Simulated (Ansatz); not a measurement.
# CH8BFSi2: a ladder of functionals and wavefunction methods, part 2 of 2

Ansatz 0.2.0, Gaussian basis; functionals in def2-TZVPP, the program's frozen cores in correlated methods. Earlier steps stand in the parts before.

## (14) CAM-B3LYP-D4 (range-separated)

in.yaml reads:

```yaml
crystal:
  periodic: [false, false, false]
  atoms:
    - {symbol: C, position_ang: [-2.093012, -0.466285, -0.461014]}
    - {symbol: B, position_ang: [-0.674653, -1.095209, -0.468080]}
    - {symbol: Si, position_ang: [0.739967, -0.625112, 0.881089]}
    - {symbol: Si, position_ang: [1.742247, 1.332270, 0.056018]}
    - {symbol: F, position_ang: [2.878543, 1.860903, 1.061910]}
    - {symbol: H, position_ang: [-2.046776, 0.331035, -1.223250]}
    - {symbol: H, position_ang: [-2.414117, 0.000347, 0.471079]}
    - {symbol: H, position_ang: [-2.867038, -1.149662, -0.822479]}
    - {symbol: H, position_ang: [-0.368141, -1.804212, -1.386735]}
    - {symbol: H, position_ang: [1.810222, -1.649827, 1.034996]}
    - {symbol: H, position_ang: [0.188172, -0.292438, 2.226334]}
    - {symbol: H, position_ang: [2.387769, 1.103871, -1.264008]}
    - {symbol: H, position_ang: [0.737116, 2.419618, -0.090961]}
basis:
  gaussian: {orbitals: def2-TZVPP}
hamiltonian: {xc: {name: CAM-B3LYP}, dispersion: d4}
output: {orbitals: {seedname: orbitals}}
```

Run with:

```console
ansatz run in.yaml --threads 4 --pin off --events-out ev --progress --plain --max-ram 10444MiB
```

The program printed, shortened:

```text
Functional definition: CAM-B3LYP
  name "CAM-B3LYP"
  cite "Yanai, Tew & Handy, Chem. Phys. Lett. 393, 51 (2004) doi:10.1016/j.cplett.2004.06.011"
  cite "Iikura, Tsuneda, Yanai & Hirao, J. Chem. Phys. 115, 3540 (2001) doi:10.1063/1.1383587"
  cite "Becke, Phys. Rev. A 38, 3098 (1988) doi:10.1103/PhysRevA.38.3098"
  cite "Lee, Yang & Parr, Phys. Rev. B 37, 785 (1988) doi:10.1103/PhysRevB.37.785"
  cite "Vosko, Wilk & Nusair, Can. J. Phys. 58, 1200 (1980) doi:10.1139/p80-159"
[...]
  # Exact exchange under (alpha + beta erf(omega r))/r, Becke's under what is left of 1/r.
[...]
1559 factors; their error is unknown
411 factors; integrals over basis functions are off by at most 1.5e-5 eV
[...]
mean field -20317.75571242 eV, -746.6637505621 hartree, gradient 5.4e-5 eV, S^2 0.000000; 0 other end points of the search recorded, 0 dependent functions left out
reference -20317.75586824 eV, -746.6637562884 hartree; 28, 28 occupied and 261, 261 virtual orbitals, 1559 factors
Total energy: -20317.99250548 eV, -746.6724525465 hartree
```

It took 4.3 s on 4 threads of Arm Neoverse V2, shared host; peak memory 0.93 GiB.

Atomisation energy: 46.358 eV (free atoms -20271.635 eV, run apart). HOMO -9.06 eV, LUMO -1.08 eV.

## (15) LC-ωPBE (range-separated)

Changes to in.yaml since step 14:

```diff
@@ -18,3 +18,3 @@
   gaussian: {orbitals: def2-TZVPP}
-hamiltonian: {xc: {name: CAM-B3LYP}, dispersion: d4}
+hamiltonian: {xc: {name: LC-wPBE}}
 output: {orbitals: {seedname: orbitals}}
```

Launched as before.

The program printed, shortened:

```text
Functional definition: LC-wPBE
  name "LC-wPBE"
  cite "Vydrov & Scuseria, J. Chem. Phys. 125, 234109 (2006) doi:10.1063/1.2409292"
  cite "Heyd & Scuseria, J. Chem. Phys. 120, 7274 (2004) doi:10.1063/1.1668634"
  cite "Ernzerhof & Perdew, J. Chem. Phys. 109, 3313 (1998) doi:10.1063/1.476928"
  cite "Perdew, Burke & Ernzerhof, Phys. Rev. Lett. 77, 3865 (1996) doi:10.1103/PhysRevLett.77.3865"
  parent pbe
[...]
1553 factors; their error is unknown
541 factors; integrals over basis functions are off by at most 2.6e-5 eV
[...]
mean field -20311.59602066 eV, -746.4373860651 hartree, gradient 4.5e-5 eV, S^2 0.000000; 0 other end points of the search recorded, 0 dependent functions left out
reference -20311.59602067 eV, -746.4373860654 hartree; 28, 28 occupied and 261, 261 virtual orbitals, 1553 factors
Total energy: -20311.59602067 eV, -746.4373860654 hartree
```

Wall time 3.1 s (4 threads of Arm Neoverse V2, shared host); peak memory 0.61 GiB.

With the free atoms at this level, -20265.736 eV in sum, the atomisation energy is 45.860 eV. HOMO -10.34 eV, LUMO 0.04 eV.

## (16) ωB97X-V (range-separated)

Changes to in.yaml since step 15:

```diff
@@ -18,3 +18,3 @@
   gaussian: {orbitals: def2-TZVPP}
-hamiltonian: {xc: {name: LC-wPBE}}
+hamiltonian: {xc: {name: wB97X-V}}
 output: {orbitals: {seedname: orbitals}}
```

Same command.

The program printed, shortened:

```text
Functional definition: wB97X-V
  name "wB97X-V"
  cite "Mardirossian & Head-Gordon, Phys. Chem. Chem. Phys. 16, 9904 (2014) doi:10.1039/C3CP54374A"
  cite "Becke, J. Chem. Phys. 107, 8554 (1997) doi:10.1063/1.475007"
  cite "Vydrov & Van Voorhis, J. Chem. Phys. 133, 244103 (2010) doi:10.1063/1.3521275"
[...]
      + integral(e_c_pw_opposite_spin*poly(b97_u_opposite, cos0, cos1)) + vv10(b, c)
1559 factors; their error is unknown
384 factors; integrals over basis functions are off by at most 1.1e-5 eV
[...]
mean field -20315.42286638 eV, -746.5780200512 hartree, gradient 8.4e-5 eV, S^2 0.000000; 0 other end points of the search recorded, 0 dependent functions left out
reference -20315.42286382 eV, -746.5780199571 hartree; 28, 28 occupied and 261, 261 virtual orbitals, 1559 factors
Total energy: -20315.42286382 eV, -746.5780199571 hartree
```

Run time: 9.5 s. Hardware: 4 threads of Arm Neoverse V2, shared host; peak memory 0.98 GiB.

Atomisation energy: 46.386 eV (free atoms -20269.037 eV, run apart). HOMO -10.02 eV, LUMO -0.05 eV.

## (17) ωB97M-V (range-separated)

Changes to in.yaml since step 16:

```diff
@@ -18,3 +18,3 @@
   gaussian: {orbitals: def2-TZVPP}
-hamiltonian: {xc: {name: wB97X-V}}
-output: {orbitals: {seedname: orbitals}}
+hamiltonian: {xc: {name: wB97M-V}}
+output: {forces: true, orbitals: {seedname: orbitals}}
```

Same command.

The program printed, shortened:

```text
Functional definition: wB97M-V
  name "wB97M-V"
  cite "Mardirossian & Head-Gordon, J. Chem. Phys. 144, 214110 (2016) doi:10.1063/1.4952647"
  cite "Becke, J. Chem. Phys. 107, 8554 (1997) doi:10.1063/1.475007"
  cite "Vydrov & Van Voorhis, J. Chem. Phys. 133, 244103 (2010) doi:10.1063/1.3521275"
  # Of w^i u^j: cxij and so on, Table III.
[...]
  gx(w, u) = 1 - cx + cx01*u + cx10*w
  gss(w, u) = css00 + css04*u^4 + css10*w + css20*w^2 + css43*w^4*u^3
  gos(w, u) = cos00 + cos10*w + (cos20 + cos21*u)*w^2 + (cos60 + cos61*u)*w^6
[...]
      + integral(e_c_pw_mod_opposite_spin*gos(b97_w_opposite, b97_u_opposite)) + vv10(b, c)
1559 factors; their error is unknown
384 factors; integrals over basis functions are off by at most 1.1e-5 eV
[...]
Atom 3 at     1.742247     1.332270     0.056018 Å, force    -0.175212    -0.032820    -0.212419 eV/Å
Atom 4 at     2.878543     1.860903     1.061910 Å, force     0.092875     0.035423     0.090389 eV/Å
Atom 5 at    -2.046776     0.331035    -1.223250 Å, force     0.005465    -0.049488     0.048154 eV/Å
Atom 6 at    -2.414117     0.000347     0.471079 Å, force     0.028793    -0.036530    -0.065224 eV/Å
Atom 7 at    -2.867038    -1.149662    -0.822479 Å, force     0.060541     0.053503     0.030916 eV/Å
Atom 8 at    -0.368141    -1.804212    -1.386735 Å, force    -0.045814     0.090692     0.113539 eV/Å
Atom 9 at     1.810222    -1.649827     1.034996 Å, force    -0.121670     0.103973    -0.017554 eV/Å
Atom 10 at     0.188172    -0.292438     2.226334 Å, force     0.048445    -0.040516    -0.142732 eV/Å
Atom 11 at     2.387769     1.103871    -1.264008 Å, force    -0.077562     0.029880     0.143413 eV/Å
Atom 12 at     0.737116     2.419618    -0.090961 Å, force     0.109834    -0.119328     0.007907 eV/Å
Dipole moment:    -0.417030    -0.145259    -0.201233 e Å
```

Run time: 14 s. Hardware: 4 threads of Arm Neoverse V2, shared host; peak memory 1.2 GiB.

Atomisation energy: 46.174 eV (free atoms -20269.739 eV, run apart). HOMO -9.81 eV, LUMO -0.29 eV.

## (18) B2PLYP (double hybrid)

Changes to in.yaml since step 17:

```diff
@@ -18,3 +18,2 @@
   gaussian: {orbitals: def2-TZVPP}
-hamiltonian: {xc: {name: wB97M-V}}
-output: {forces: true, orbitals: {seedname: orbitals}}
+hamiltonian: {xc: {name: B2PLYP}}
```

Same command.

The program printed, shortened:

```text
Functional definition: B2PLYP
  name "B2PLYP"
  cite "Grimme, J. Chem. Phys. 124, 034108 (2006) doi:10.1063/1.2148954"
  cite "Becke, Phys. Rev. A 38, 3098 (1988) doi:10.1103/PhysRevA.38.3098"
  cite "Lee, Yang & Parr, Phys. Rev. B 37, 785 (1988) doi:10.1103/PhysRevB.37.785"
[...]
1675 factors; integrals over basis functions are off by at most 8.8e-4 eV
[...]
mean field -20302.40656843 eV, -746.0996799245 hartree, gradient 7.6e-6 eV, S^2 0.000000; 0 other end points of the search recorded, 0 dependent functions left out
13 core orbitals not correlated: weight in the atoms' cores, before any rotation towards them, 1.000 or more for the frozen orbitals, at most 0.000 for the correlated occupied ones
reference -20302.40677002 eV, -746.0996873326 hartree; 15, 15 occupied and 261, 261 virtual orbitals, 1675 factors
second order -25.46567606 eV of doubles, -0.00000000 eV of singles
Total energy: -20309.28250256 eV, -746.3523658428 hartree
```

It took 6.5 s on 4 threads of Arm Neoverse V2, shared host; peak memory 0.81 GiB.

With the free atoms at this level, -20263.683 eV in sum, the atomisation energy is 45.600 eV.

## (19) PBE-QIDH (double hybrid)

Changes to in.yaml since step 18:

```diff
@@ -18,2 +18,2 @@
   gaussian: {orbitals: def2-TZVPP}
-hamiltonian: {xc: {name: B2PLYP}}
+hamiltonian: {xc: {name: PBE-QIDH}}
```

The command is unchanged.

The program printed, shortened:

```text
Functional definition: PBE-QIDH
  name "PBE-QIDH"
  cite "Brémond, Sancho-García, Pérez-Jiménez & Adamo, J. Chem. Phys. 141, 031101 (2014) doi:10.1063/1.4890314"
  cite "Perdew, Burke & Ernzerhof, Phys. Rev. Lett. 77, 3865 (1996) doi:10.1103/PhysRevLett.77.3865"
[...]
1675 factors; integrals over basis functions are off by at most 8.8e-4 eV
[...]
mean field -20294.39790865 eV, -745.8053671060 hartree, gradient 3.1e-6 eV, S^2 0.000000; 0 other end points of the search recorded, 0 dependent functions left out
13 core orbitals not correlated: weight in the atoms' cores, before any rotation towards them, 1.000 or more for the frozen orbitals, at most 0.000 for the correlated occupied ones
reference -20294.39792427 eV, -745.8053676799 hartree; 15, 15 occupied and 261, 261 virtual orbitals, 1675 factors
second order -23.70468130 eV of doubles, -0.00000000 eV of singles
Total energy: -20302.29948470 eV, -746.0957446700 hartree
```

It took 7 s on 4 threads of Arm Neoverse V2, shared host; peak memory 0.81 GiB.

With the free atoms at this level, -20256.524 eV in sum, the atomisation energy is 45.775 eV.

## (20) Orbital energies across the functionals

Dipoles come from the runs that computed forces. Levels, from each run's orbital file:

| functional | HOMO (eV) | LUMO (eV) | gap (eV) | dipole (D) |
| --- | --- | --- | --- | --- |
| LDA (SPW92) | -6.71 | -3.34 | 3.37 |  |
| PBE-D4 | -6.63 | -3.10 | 3.52 | 2.18 |
| revPBE-D4 | -6.58 | -2.99 | 3.59 |  |
| BLYP-D4 | -6.50 | -2.92 | 3.58 |  |
| r2SCAN-D4 | -6.87 | -2.83 | 4.04 | 2.24 |
| B97M-V | -6.97 | -2.93 | 4.04 |  |
| PBE0-D4 | -7.77 | -2.20 | 5.57 |  |
| B3LYP-D4 | -7.58 | -2.37 | 5.21 | 2.30 |
| r2SCANh-D4 | -7.29 | -2.51 | 4.78 |  |
| r2SCAN0-D4 | -7.92 | -2.05 | 5.88 |  |
| HSE06-D4 | -7.37 | -2.58 | 4.80 |  |
| BHLYP-D4 | -8.82 | -1.17 | 7.65 |  |
| CAM-B3LYP-D4 | -9.06 | -1.08 | 7.97 |  |
| LC-ωPBE | -10.34 | 0.04 | 10.38 |  |
| ωB97X-V | -10.02 | -0.05 | 9.97 |  |
| ωB97M-V | -9.81 | -0.29 | 9.52 | 2.33 |

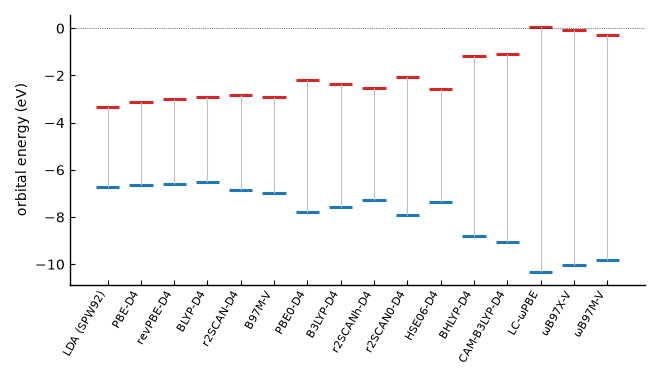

Highest occupied (blue) and lowest empty (red) level by functional.

## (21) CCSD(T) in def2-SVP

Changes to in.yaml since step 19:

```diff
@@ -17,3 +17,3 @@
 basis:
-  gaussian: {orbitals: def2-TZVPP}
-hamiltonian: {xc: {name: PBE-QIDH}}
+  gaussian: {orbitals: def2-SVP}
+correlation: {method: ccsd_t}
```

Same command.

The program printed, shortened:

```text
Functional definition: HF
  name "HF"
  cite "Fock, Z. Phys. 61, 126 (1930) doi:10.1007/BF01340294"
  parent pbe
[...]
1166 factors; integrals over basis functions are off by at most 1.2e-3 eV
[...]
mean field -20251.65830703 eV, -744.2347157163 hartree, gradient 6.6e-7 eV, S^2 0.000000; 0 other end points of the search recorded, 0 dependent functions left out
13 core orbitals not correlated: weight in the atoms' cores, before any rotation towards them, 1.000 or more for the frozen orbitals, at most 0.000 for the correlated occupied ones
reference -20251.65830703 eV, -744.2347157163 hartree; 15, 15 occupied and 90, 90 virtual orbitals, 1166 factors
second order -16.55028572 eV of doubles, -0.00000000 eV of singles
cycle   1  -17.82460093 eV  change    -1.3e0 eV  update   1.0e-1
[...]
cycle  10  -18.45474491 eV  change   -2.2e-5 eV  update   2.2e-5
perturbative correction -0.44100621 eV, -0.0162066792 hartree
Total energy: -20270.55405814 eV, -744.9291217618 hartree
```

It took 6.5 s on 4 threads of Arm Neoverse V2, shared host; peak memory 0.6 GiB.

## (22) CCSD(T) in def2-TZVPP

Changes to in.yaml since step 21:

```diff
@@ -17,3 +17,4 @@
 basis:
-  gaussian: {orbitals: def2-SVP}
+  gaussian: {orbitals: def2-TZVPP}
 correlation: {method: ccsd_t}
+output: {orbitals: {seedname: orbitals}}
```

The command is unchanged.

The program printed, shortened:

```text
Functional definition: HF
  name "HF"
  cite "Fock, Z. Phys. 61, 126 (1930) doi:10.1007/BF01340294"
  parent pbe
[...]
1675 factors; integrals over basis functions are off by at most 8.8e-4 eV
[...]
mean field -20262.84728335 eV, -744.6459030119 hartree, gradient 1.4e-6 eV, S^2 0.000000; 0 other end points of the search recorded, 0 dependent functions left out
13 core orbitals not correlated: weight in the atoms' cores, before any rotation towards them, 1.000 or more for the frozen orbitals, at most 0.000 for the correlated occupied ones
reference -20262.84728335 eV, -744.6459030119 hartree; 15, 15 occupied and 261, 261 virtual orbitals, 1675 factors
second order -21.03046508 eV of doubles, -0.00000000 eV of singles
cycle   1  -22.10276546 eV  change    -1.1e0 eV  update   1.1e-1
[...]
cycle  11  -22.79125503 eV  change    2.0e-5 eV  update   1.1e-5
perturbative correction -0.76972535 eV, -0.0282868847 hartree
Total energy: -20286.40826373 eV, -745.5117530705 hartree
```

Run time: 4.1 min. Hardware: 4 threads of Arm Neoverse V2, shared host; peak memory 8.6 GiB.

## (23) MP2 in def2-QZVPP

Changes to in.yaml since step 22:

```diff
@@ -17,4 +17,3 @@
 basis:
-  gaussian: {orbitals: def2-TZVPP}
-correlation: {method: ccsd_t}
-output: {orbitals: {seedname: orbitals}}
+  gaussian: {orbitals: "def2-QZVPP.json"}
+correlation: {method: mp2}
```

Same command.

The program printed:

```text
Functional definition: HF
  name "HF"
  cite "Fock, Z. Phys. 61, 126 (1930) doi:10.1007/BF01340294"
  parent pbe
  exchange = exact_x
  correlation = 0
3247 factors; integrals over basis functions are off by at most 7.3e-4 eV
mean field evaluation 1: about -20259.3160 eV, gradient 3.9e1 eV
mean field evaluation 2: about -20259.4412 eV, gradient 3.9e1 eV
mean field evaluation 4: about -20263.4652 eV, gradient 4.4e0 eV
mean field evaluation 8: about -20263.5548 eV, gradient 3.2e-1 eV
mean field -20263.55563410 eV, -744.6719344219 hartree, gradient 4.9e-6 eV, S^2 0.000000; 0 other end points of the search recorded, 0 dependent functions left out
13 core orbitals not correlated: weight in the atoms' cores, before any rotation towards them, 1.000 or more for the frozen orbitals, at most 0.000 for the correlated occupied ones
reference -20263.55563410 eV, -744.6719344219 hartree; 15, 15 occupied and 523, 523 virtual orbitals, 3247 factors
second order -22.67935178 eV of doubles, -0.00000000 eV of singles
Total energy: -20286.23498588 eV, -745.5053852272 hartree
```

Run time: 28 s. Hardware: 4 threads of Arm Neoverse V2, shared host; peak memory 3.9 GiB.

The pieces so far (eV):

| basis | HF | MP2 correlation | CCSD correlation | (T) | total |
| --- | --- | --- | --- | --- | --- |
| def2-SVP | -20251.6583 | -16.5503 | -18.4547 | -0.4410 | -20270.5541 |
| def2-TZVPP | -20262.8473 | -21.0305 | -22.7913 | -0.7697 | -20286.4083 |
| def2-QZVPP | -20263.5556 | -22.6794 |  |  | -20286.2350 (MP2) |

The report of the def2-TZVPP run gives T1 = 0.0131.

## (24) From triple and quadruple zeta to the limit

This step is arithmetic on the last runs, with X = 3 and 4: exp(−7.88√X) for Hartree-Fock, X^−2.97 for correlation; only MP2 was run in the larger set, so CCSD(T) minus MP2 is added from the smaller one.

| level | energy at the limit (eV) |
| --- | --- |
| HF | -20263.6532 |
| MP2 | -20287.5539 |
| CCSD | -20289.3147 |
| CCSD(T) | -20290.0845 |

## (25) RPA on PBE orbitals

Changes to in.yaml since step 23:

```diff
@@ -17,3 +17,4 @@
 basis:
-  gaussian: {orbitals: "def2-QZVPP.json"}
-correlation: {method: mp2}
+  gaussian: {orbitals: def2-TZVPP}
+hamiltonian: {xc: pbe}
+correlation: {method: rpa}
```

The command is unchanged.

The program printed, shortened:

```text
Functional definition: PBE
  name "PBE"
  cite "Perdew, Burke & Ernzerhof, Phys. Rev. Lett. 77, 3865 (1996) doi:10.1103/PhysRevLett.77.3865"
  parent pbe
[...]
1675 factors; integrals over basis functions are off by at most 8.8e-4 eV
[...]
mean field -20305.38741130 eV, -746.2092238794 hartree, gradient 8.9e-6 eV, S^2 0.000000; 0 other end points of the search recorded, 0 dependent functions left out
13 core orbitals not correlated: weight in the atoms' cores, before any rotation towards them, 1.000 or more for the frozen orbitals, at most 0.000 for the correlated occupied ones
reference -20261.01105357 eV, -744.5784228120 hartree; 15, 15 occupied and 261, 261 virtual orbitals, 1675 factors
Total energy: -20298.03791589 eV, -745.9391349047 hartree
```

It took 7 s on 4 threads of Arm Neoverse V2, shared host; peak memory 0.73 GiB.

RPA correlation: -37.027 eV. No RPA run of the hydrogen atom was made, so RPA has no atomisation energy below.

## (26) All levels against the reference

Atomisation energy = energies of 1 C, 1 B, 2 Si, 1 F, 8 H (separate runs, same level) minus the molecule's; electronic only, no spin-orbit term.

Differences are taken before rounding.

| method | rung | atoms, summed (eV) | atomisation energy (eV) | from CCSD(T)/CBS (eV) | time |
| --- | --- | --- | --- | --- | --- |
| LDA (SPW92) | LDA | -20167.837 | 51.448 | +5.356 | 1.4 s |
| PBE-D4 | GGA | -20259.364 | 46.292 | +0.200 | 2.9 s |
| revPBE-D4 | GGA | -20269.683 | 45.440 | -0.651 | 2.4 s |
| BLYP-D4 | GGA | -20272.324 | 45.771 | -0.320 | 2.4 s |
| r2SCAN-D4 | meta-GGA | -20269.197 | 46.305 | +0.214 | 6 s |
| B97M-V | meta-GGA | -20268.212 | 46.462 | +0.371 | 12 s |
| PBE0-D4 | hybrid | -20261.791 | 45.952 | -0.140 | 3.7 s |
| B3LYP-D4 | hybrid | -20275.066 | 46.156 | +0.064 | 6 s |
| r2SCANh-D4 | hybrid | -20269.117 | 46.123 | +0.031 | 6.5 s |
| r2SCAN0-D4 | hybrid | -20269.011 | 45.870 | -0.221 | 6 s |
| HSE06-D4 | hybrid | -20261.147 | 45.971 | -0.120 | 4 s |
| BHLYP-D4 | hybrid | -20272.171 | 45.451 | -0.640 | 3.8 s |
| CAM-B3LYP-D4 | range-separated | -20271.635 | 46.358 | +0.266 | 4.3 s |
| LC-ωPBE | range-separated | -20265.736 | 45.860 | -0.232 | 3.1 s |
| ωB97X-V | range-separated | -20269.037 | 46.386 | +0.294 | 9.5 s |
| ωB97M-V | range-separated | -20269.739 | 46.174 | +0.082 | 14 s |
| B2PLYP | double hybrid | -20263.683 | 45.600 | -0.492 | 6.5 s |
| PBE-QIDH | double hybrid | -20256.524 | 45.775 | -0.316 | 7 s |
| HF/def2-TZVPP | wavefunction | -20227.224 | 35.623 | -10.468 |  |
| MP2/def2-TZVPP | wavefunction | -20238.639 | 45.239 | -0.852 |  |
| CCSD/def2-TZVPP | wavefunction | -20241.084 | 44.555 | -1.537 |  |
| CCSD(T)/def2-SVP | wavefunction | -20227.142 | 43.412 | -2.680 | 6.5 s |
| CCSD(T)/def2-TZVPP | wavefunction | -20241.404 | 45.004 | -1.087 | 4.1 min |
| MP2/CBS | wavefunction | -20241.228 | 46.326 | +0.235 |  |
| CCSD(T)/CBS | wavefunction | -20243.993 | 46.091 | 0 | 4.5 min |

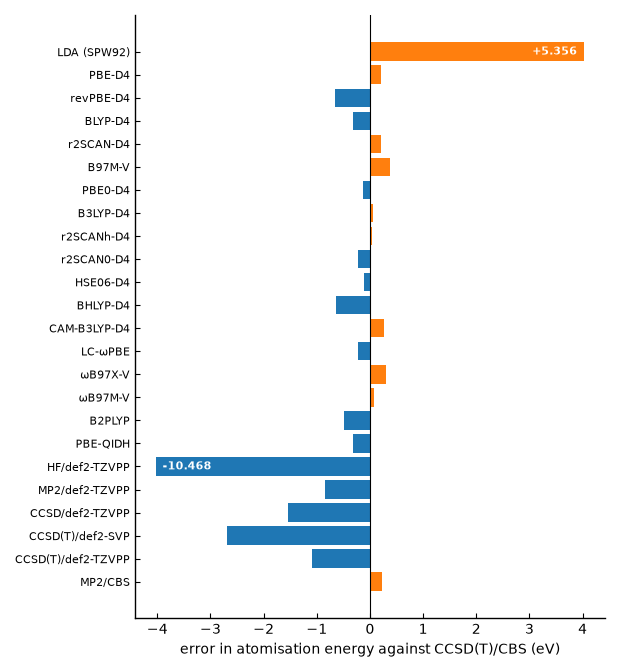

Error of each method against CCSD(T)/CBS. Bars with a number in them are cut short.

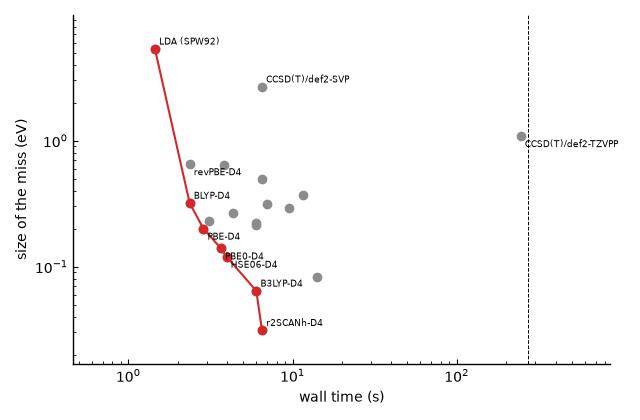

Accuracy for the time spent; red marks the levels that beat every quicker one drawn (of those quicker than the yardstick), and the dashed line is the time of CCSD(T)/CBS. Only those levels and the largest misses are named. Times are from a shared host.

LDA (SPW92), LC-ωPBE, B2PLYP, PBE-QIDH carry no dispersion term (for B3LYP, D4 adds 0.432 eV).

Times are those of the molecule's run; HF, MP2 and CCSD come out of the CCSD(T) runs, and the limit's time is the sum of the runs that it needs.

## (27) Outcome

The summary covers parts 1 to 2.

```
                               quantity                                                                            value
        atomisation energy, CCSD(T)/CBS                                                                        46.091 eV
    functionals within 0.230 eV (0.5 %)  PBE-D4, r2SCAN-D4, PBE0-D4, B3LYP-D4, r2SCANh-D4, r2SCAN0-D4, HSE06-D4, ωB97M-V
                    farthest beyond LDA                                                            revPBE-D4 (-0.651 eV)
                mean size of error, GGA                                                                         0.391 eV
           mean size of error, meta-GGA                                                                         0.292 eV
             mean size of error, hybrid                                                                         0.203 eV
    mean size of error, range-separated                                                                         0.219 eV
      mean size of error, double hybrid                                                                         0.404 eV
              gap, smallest and largest                                        3.37 eV (LDA (SPW92)), 10.38 eV (LC-ωPBE)
                          T1 diagnostic                                                                           0.0131
triples share of the correlation energy                                                                            3.3 %
```

What this shows: The LDA atomisation energy is off by 5.356 eV (12 %): it overbinds. PBE-D4 is off by +0.200 eV. Double hybrids carry the basis error of their MP2 part in triple zeta, and no dispersion term here, so their miss is partly the set-up's. The rungs hybrid, range-separated miss on average by less than the doubt on the reference (0.230 eV), so they tie. The reference freezes the cores and leaves out relativity and excitations past (T), so misses under about 0.230 eV can't be ranked. Hartree-Fock recovers 77 % of the binding; the rest is correlation. CCSD(T) in def2-SVP is off by -2.680 eV, which most functionals beat. The gap grows from 3.4 to 10.4 eV across the functionals, mostly with the share of exact exchange.

For cost: r2SCANh-D4 gets within 0.031 eV in 6.5 s, where CCSD(T)/CBS took 4.5 min; the quickest level in the cost chart, LDA (SPW92), takes 1.4 s and misses by 5.356 eV.
